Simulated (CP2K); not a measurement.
# InH2Br (SMILES [Br][InH2]): a first try and a second

Aim: the energy of InH2Br at IPEA1-xTB.

Program for the calculation: CP2K 2026.2.

2 further runs of the same task are left out: 1 that didn't finish, 1 set aside as unsound or not needed.

## 1. The molecule

InH2Br: 4 atoms, total charge 0, spin state singlet. As SMILES, `[Br][InH2]`. Geometry: a GFN2-xTB relaxation, a rough one for these elements and not checked as a minimum.

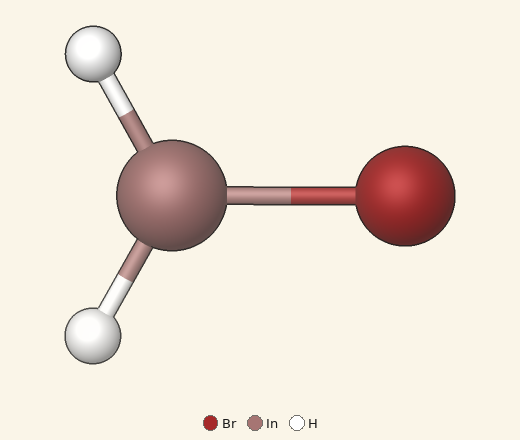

The structure, seen from a chosen angle (bromine red, indium brown, hydrogen white).

## 2. First attempt

Contents of calc.inp:

```
&GLOBAL
   PROJECT_NAME calc
   RUN_TYPE ENERGY
   PRINT_LEVEL MEDIUM
&END GLOBAL

&FORCE_EVAL
   METHOD QS
   &DFT
      CHARGE -4
      &QS
         METHOD XTB
         EPS_DEFAULT 1.0E-10
         &XTB
            GFN_TYPE TBLITE
            &TBLITE
               METHOD IPEA1
            &END TBLITE
            CHECK_ATOMIC_CHARGES F
         &END XTB
      &END QS
      &POISSON
         PERIODIC NONE
         POISSON_SOLVER ANALYTIC
      &END POISSON
      &SCF
         SCF_GUESS ATOMIC
         EPS_SCF 1.0E-07
         MAX_SCF 93
         ADDED_MOS 8
         &DIAGONALIZATION
            ALGORITHM STANDARD
         &END DIAGONALIZATION
         &MIXING
            METHOD DIRECT_P_MIXING
            ALPHA 0.4
         &END MIXING
      &END SCF
      &PRINT
         &MOMENTS
            PERIODIC F
            REFERENCE COM
            MAX_MOMENT 1
         &END MOMENTS
         &MO ON
            ENERGIES T
            OCCUPATION_NUMBERS T
            NDIGITS 6
            &EACH
               QS_SCF 0
            &END EACH
            ADD_LAST NUMERIC
         &END MO
         &HIRSHFELD OFF
         &END HIRSHFELD
      &END PRINT
   &END DFT
   &SUBSYS
      &CELL
         ABC 12.9 12.8 12.1
         PERIODIC NONE
      &END CELL
      &COORD
         SCALED T
         Br   0.38765426   0.57724805   0.41277066
         In   0.54262946   0.51945664   0.51332521
         H    0.57752326   0.39074570   0.50833595
         H    0.61234574   0.60925430   0.58722934
      &END COORD
   &END SUBSYS
&END FORCE_EVAL
```

Launch:

```sh
OMP_NUM_THREADS=1 cp2k.psmp -i calc.inp > calc.out 2>&1
```

What it wrote:

```text
CP2K| version string:                                       CP2K version 2026.2
[...]
 GLOBAL| Method name                                                        CP2K
[...]
 GLOBAL| Run type                                                         ENERGY
[...]
                             - Atoms:                                          4
[...]
                             - Spherical basis functions:                     22
[...]
 Number of electrons:                                                         16
[...]
  *** SCF run converged in     9 steps ***
[...]
  Fermi energy:                                               -20.82225957766772
[...]
 TB_DIPOLE| Moment [Debye]        -79.32615075      29.35280724     -48.18915602
 TB_DIPOLE| Derivative [a.u.]       0.00000000       0.00000000       0.00000000
[...]
 ENERGY| Total FORCE_EVAL ( QS ) energy [hartree]            -91.166590458708257
[...]
```

Wall time 0.26 s (1 thread of Arm Neoverse V1, shared host).

## 3. What went wrong

The program ended normally, but the settings are unsound, so its numbers aren't properties of the molecule.

What is wrong: the charge typed isn't that of the species meant. To mend it: charge 0 in place of -4.

## 4. The mended input

Contents of gas.inp:

```
&global
 project gas
 run_type ENERGY
 print_level MEDIUM
&end global

&force_eval
 method QUICKSTEP
 &dft
  &qs
   method XTB
   eps_default 1.0E-10
   &xtb
    gfn_type TBLITE
    &tblite
     method IPEA1
    &end tblite
    check_atomic_charges F
   &end xtb
  &end qs
  &poisson
   periodic NONE
   poisson_solver ANALYTIC
  &end poisson
  ! SCF settings
  &scf
   scf_guess ATOMIC
   eps_scf 1.0E-07
   max_scf 150
   added_mos 8
   &diagonalization
    algorithm STANDARD
   &end diagonalization
   &mixing
    method DIRECT_P_MIXING
    alpha 0.4
   &end mixing
  &end scf
  ! extra output
  &print
   &moments
    periodic F
    reference COM
    max_moment 1
   &end moments
   &mo ON
    energies T
    occupation_numbers T
    ndigits 6
    &each
     qs_scf 0
    &end each
    add_last NUMERIC
   &end mo
   &hirshfeld OFF
   &end hirshfeld
  &end print
 &end dft
 ! atoms, cell and kinds
 &subsys
  ! vacuum box
  &cell
   abc 12.9 12.8 12.1
   periodic NONE
  &end cell
  &coord
   SCALED T
   Br   0.38765426   0.57724805   0.41277066
   In   0.54262946   0.51945664   0.51332521
   H    0.57752326   0.39074570   0.50833595
   H    0.61234574   0.60925430   0.58722934
  &end coord
 &end subsys
&end force_eval
```

Launch:

```sh
OMP_NUM_THREADS=1 cp2k.psmp -i gas.inp > gas.out 2>&1
```

What it wrote:

```text
CP2K| version string:                                       CP2K version 2026.2
[...]
 GLOBAL| Method name                                                        CP2K
[...]
 GLOBAL| Run type                                                         ENERGY
[...]
                             - Atoms:                                          4
[...]
                             - Spherical basis functions:                     22
[...]
 Number of electrons:                                                         12
[...]
  *** SCF run converged in    12 steps ***
[...]
  Fermi energy:                                                -0.29245992229038
[...]
 TB_DIPOLE| Moment [Debye]         -0.09474845       0.03012554      -0.06213421
 TB_DIPOLE| Derivative [a.u.]       0.00000000       0.00000000       0.00000000
[...]
 ENERGY| Total FORCE_EVAL ( QS ) energy [hartree]             -6.527343766079789
[...]
```

It took 0.26 s on 1 thread of Arm Neoverse V1, shared host.

## 5. Outcome

At IPEA1-xTB:

| quantity | value |
| --- | --- |
| total energy | -6.52734 Eh |
| dipole moment (from atomic charges alone) | 0.12 D |
| HOMO energy | -12.60 eV |
| LUMO energy | -7.04 eV |
| HOMO–LUMO gap | 5.55 eV |

In words: The dipole comes from point charges on the atoms alone, without atomic dipoles, so it is partial.
